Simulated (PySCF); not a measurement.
# Sn2NH7 ((H3Sn)2NH) at 6 levels

We compute a comparison of 6 runs (HF/STO-3G, HF/def2-SVP, BP86/def2-SVP, PBE0/def2-TZVP, MP2/def2-SVP, MP2/def2-SVPD) of Sn2NH7 ((H3Sn)2NH). The job is set up through a Python script.

The results are computed with PySCF 2.14.0.

**1. Starting point**

The species is Sn2NH7 (10 atoms), meant as a singlet with charge 0. Geometry: a GFN2-xTB relaxation, a rough one for these elements and not checked as a minimum.

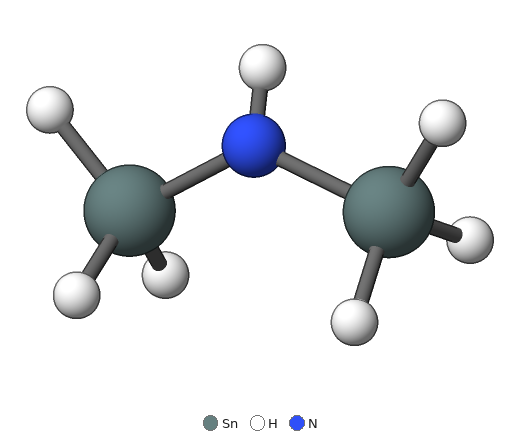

The structure, seen from a chosen angle (tin teal, hydrogen white, nitrogen blue).

**2. Energy and forces at HF/STO-3G (run 1)**

File run.py:

```python
import pyscf.grad
from pyscf import gto, scf

mol = gto.M(
    atom='''
Sn     0.070676     3.298838    -0.929783
H     -1.118227     4.547172     1.698202
H      3.165745     3.651386    -0.940233
H     -1.288925     4.492484    -3.472542
N     -0.550742    -0.415589    -1.143870
Sn     0.271516    -3.157184     1.308616
H     -1.637032    -3.097639     3.806078
H     -0.068824    -5.810001    -0.299408
H      3.213082    -2.666838     2.203137
H     -2.057269    -0.842629    -2.230198
''',
    verbose=3,
    unit='bohr',
    spin=0,
    max_memory=1860,
    basis='sto-3g',
)

hf = scf.RHF(mol)
hf.conv_tol = 1e-10
hf.kernel()
if not hf.converged:
    hf = hf.newton().run(hf.mo_coeff, hf.mo_occ)

energy = hf.e_tot
print('Final energy', energy)
grad = hf.Gradients().kernel()
hf.analyze()
```

Launch:

```
$ OMP_NUM_THREADS=1 python run.py
```

The log of the run:

```text
converged SCF energy = -11984.4440614479
[... 11 lines left out ...]
MO #2   energy= -1029.89140924286  occ= 2
[... 7 lines left out ...]
MO #10  energy= -145.352237694549  occ= 2
[... 7 lines left out ...]
MO #18  energy= -26.5782310548846  occ= 2
[... 7 lines left out ...]
MO #26  energy= -18.1801153483452  occ= 2
[... 7 lines left out ...]
MO #34  energy= -3.55197564469355  occ= 2
[... 7 lines left out ...]
MO #42  energy= -0.881847681187037 occ= 2
[... 7 lines left out ...]
MO #50  energy= -0.55553608545485  occ= 2
[... 7 lines left out ...]
MO #58  energy= 0.375180208779856  occ= 0
[... 7 lines left out ...]
MO #66  energy= 0.795989182528826  occ= 0
[... 11 lines left out ...]
Dipole moment(X, Y, Z, Debye): -0.52183,  0.14108,  0.41626
```

Wall time 21 s (1 thread of Intel Xeon at 2.50GHz (Skylake/Cascade Lake), shared host); peak memory 0.14 GiB.

**3. Energy and gradient at HF/def2-SVP (core potential) (run 2)**

File input.py:

```python
from pyscf import gto

mol = gto.M(
    atom=[
    ('Sn', (0.037400, 1.745670, -0.492020)),
    ('H', (-0.591740, 2.406260, 0.898650)),
    ('H', (1.675240, 1.932230, -0.497550)),
    ('H', (-0.682070, 2.377320, -1.837590)),
    ('N', (-0.291440, -0.219920, -0.605310)),
    ('Sn', (0.143680, -1.670710, 0.692490)),
    ('H', (-0.866280, -1.639200, 2.014090)),
    ('H', (-0.036420, -3.074520, -0.158440)),
    ('H', (1.700290, -1.411230, 1.165850)),
    ('H', (-1.088660, -0.445900, -1.180170)),
],
    verbose=4,
    max_memory=1860,
    basis='def2-svp',
    spin=0,
    ecp={'Sn': 'def2-svp'},
)

calc0 = mol.RHF()
calc0.conv_tol = 1e-10
calc0.kernel()
if not calc0.converged:
    calc0 = calc0.newton().run(calc0.mo_coeff, calc0.mo_occ)

energy = calc0.e_tot
print('E(%s) = %.9f' % ('HF', energy))
grad = calc0.nuc_grad_method().kernel()
calc0.analyze()
```

Launch:

```
$ OMP_NUM_THREADS=1 python input.py
```

The log of the run:

```text
PySCF version 2.14.0

[... 82 lines left out ...]
One-electron Energy =                -1298.149299749813053
[... 14 lines left out ...]
MO #10  energy= -1.32820667014508  occ= 2
[... 12 lines left out ...]
MO #23  energy= -0.549761401426503 occ= 2
[... 12 lines left out ...]
MO #36  energy= 0.201440941510113  occ= 0
[... 12 lines left out ...]
MO #49  energy= 0.537129935740295  occ= 0
[... 12 lines left out ...]
MO #62  energy= 1.04657665783978   occ= 0
[... 12 lines left out ...]
MO #75  energy= 1.82933471893382   occ= 0
[... 12 lines left out ...]
MO #88  energy= 2.48132047629325   occ= 0
[... 12 lines left out ...]
MO #101 energy= 52.6159075266926   occ= 0
[... 114 lines left out ...]
Dipole moment(X, Y, Z, Debye): -0.61358,  0.01897,  0.08354
```

Wall time 33 s (1 thread of Intel Xeon at 2.50GHz (Skylake/Cascade Lake), shared host); peak memory 0.22 GiB.

Runs 3 to 4 aren't shown in full; the table further down has their settings and results.

**4. Energy and forces at MP2/def2-SVP (core potential) (run 5)**

File input.py:

```python
from pyscf import gto, scf, mp

system = gto.Mole()
system.atom = '''
Sn   0.037400   1.745670  -0.492020
H   -0.591740   2.406260   0.898650
H    1.675240   1.932230  -0.497550
H   -0.682070   2.377320  -1.837590
N   -0.291440  -0.219920  -0.605310
Sn   0.143680  -1.670710   0.692490
H   -0.866280  -1.639200   2.014090
H   -0.036420  -3.074520  -0.158440
H    1.700290  -1.411230   1.165850
H   -1.088660  -0.445900  -1.180170
'''
system.verbose = 3
system.max_memory = 1860
system.charge = 0
system.basis = 'def2-svp'
system.ecp = {'Sn': 'def2-svp'}
system.build()

myscf = scf.RHF(system)
myscf.conv_tol = 1e-10
myscf.kernel()
if not myscf.converged:
    myscf = myscf.newton().run(myscf.mo_coeff, myscf.mo_occ)

pt = mp.MP2(myscf, frozen=9).run()
e_final = pt.e_tot
print('E = %.10f Eh' % e_final)
grad = pt.nuc_grad_method().kernel()
dip = myscf.dip_moment()
pop, q = myscf.mulliken_pop()
```

Launch:

```
$ OMP_NUM_THREADS=1 python input.py
```

The log of the run:

```text
converged SCF energy = -485.108308539136
[... 11 lines left out ...]
Dipole moment(X, Y, Z, Debye): -0.61358,  0.01897,  0.08354
[... 112 lines left out ...]
charge of    9H =      0.16885
```

Run time: 61 s. Hardware: 1 thread of Intel Xeon at 2.50GHz (Skylake/Cascade Lake), shared host; peak memory 1 GiB.

**5. Energy and forces at MP2/def2-SVPD (core potential) (run 6)**

File input.py:

```python
from pyscf import gto, scf, mp

mol = gto.M(
    atom=[
    ('Sn', (0.037400, 1.745670, -0.492020)),
    ('H', (-0.591740, 2.406260, 0.898650)),
    ('H', (1.675240, 1.932230, -0.497550)),
    ('H', (-0.682070, 2.377320, -1.837590)),
    ('N', (-0.291440, -0.219920, -0.605310)),
    ('Sn', (0.143680, -1.670710, 0.692490)),
    ('H', (-0.866280, -1.639200, 2.014090)),
    ('H', (-0.036420, -3.074520, -0.158440)),
    ('H', (1.700290, -1.411230, 1.165850)),
    ('H', (-1.088660, -0.445900, -1.180170)),
],
    ecp={'Sn': 'def2-svp'},
    basis='def2-svpd',
    verbose=3,
    max_memory=1860,
)

calc0 = scf.RHF(mol)
calc0.conv_tol = 1e-10
calc0.kernel()
if not calc0.converged:
    calc0 = calc0.newton().run(calc0.mo_coeff, calc0.mo_occ)

pt = mp.MP2(calc0, frozen=9).run()
e_tot = pt.e_tot
print('E = %.10f Eh' % e_tot)
grad = pt.nuc_grad_method().kernel()
dip = calc0.dip_moment()
pop, q = calc0.mulliken_pop()
```

Launch:

```
$ OMP_NUM_THREADS=1 python input.py
```

The log of the run:

```text
converged SCF energy = -485.115194811326
[... 11 lines left out ...]
Dipole moment(X, Y, Z, Debye): -0.52672,  0.01336,  0.06386
[... 151 lines left out ...]
charge of    9H =     -0.13534
```

Run time: 2.6 min. Hardware: 1 thread of Intel Xeon at 2.50GHz (Skylake/Cascade Lake), shared host; peak memory 2 GiB.

**6. All runs side by side**

| run | level | core potential | integration grid | energy (Eh) | dipole moment (D) of the reference | HOMO energy (eV) | LUMO energy (eV) | wall time |
| --- | --- | --- | --- | --- | --- | --- | --- | --- |
| 1 | HF/STO-3G | – | – | -11984.444061 | 0.68 | -6.71 | 10.21 | 21 s |
| 2 | HF/def2-SVP (core potential) | def2-svp | – | -485.108309 | 0.62 | -9.98 | 2.77 | 33 s |
| 3 | BP86/def2-SVP (core potential) | def2-svp | 5 | -487.675597 | 0.58 | -5.37 | -0.99 | 90 s |
| 4 | PBE0/def2-TZVP (core potential) | def2-svp | 5 | -487.472575 | 0.53 | -6.78 | -0.50 | 4.6 min |
| 5 | MP2/def2-SVP (core potential) | def2-svp | – | -485.524601 | 0.62 | -9.98 | 2.77 | 61 s |
| 6 | MP2/def2-SVPD (core potential) | def2-svp | – | -485.565494 | 0.53 | -10.05 | 1.79 | 2.6 min |

**7. Results**

| quantity | value |
| --- | --- |
| run 6: total energy | -485.56549 Eh |
| run 6: dipole moment (Hartree–Fock density) | 0.53 D |
| run 6: HOMO energy (Hartree–Fock orbitals) | -10.05 eV |
| run 6: LUMO energy (Hartree–Fock orbitals) | 1.79 eV |
| run 6: HOMO–LUMO gap (Hartree–Fock orbitals) | 11.85 eV |
| run 6: correlation energy (9 core orbitals frozen) | -450.3 mEh |
| run 6: largest force on an atom | 0.938 eV/Å |

What this shows: Over runs 1, 2, 3, 4 the dipole moment (its size) runs from 0.53 D (PBE0/def2-TZVP) to 0.68 D (HF/STO-3G). The two ends differ in method and basis and core potential. Over runs 1, 2, 3, 4 the HOMO–LUMO gap runs from 4.38 eV (BP86/def2-SVP) to 16.92 eV (HF/STO-3G). Totals of different functionals can't be ranked against each other. Some runs of one species differ in core potentials or relativity; totals across that change don't compare. In run 1 the basis is minimal, so the values are rough. In run 1 relativity is left out where basis or elements ask for it. All runs together took 11 min, the longest 4.6 min.
